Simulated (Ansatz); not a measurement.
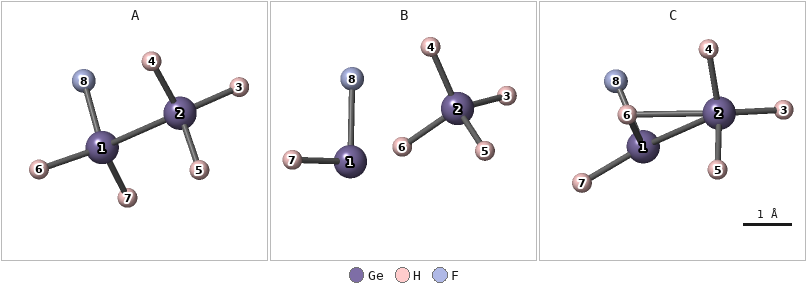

3 geometries from a converged minimum-energy path of Ge2H5F, shuffled. Style: ball-and-stick. Shown from a free direction.

Computed with RKS B3LYP/def2-SVP in Ansatz. Run with 9 movable images; climbing image; force threshold 0.03 eV/Å; iteration limit 60; starting path through a guess of the saddle point.

Question: Which frame is the transition state?

Answer: C. In order along the path, whose images run from 0 to 10: A (image 0, 0.0 kcal/mol), C (image 4, +44.6 kcal/mol), B (image 8, +25.4 kcal/mol). Breaking: Ge1–Ge2 (2.44 → 2.52 at the top → 3.36 Å), Ge1–H6 (1.54 → 1.75 at the top → 2.12 Å). Forming: Ge2–H6 (3.37 → 1.95 at the top → 1.58 Å).

The run took 6.3 min on 2 threads of Arm Neoverse V2, on a shared host, peak memory 0.26 GiB.
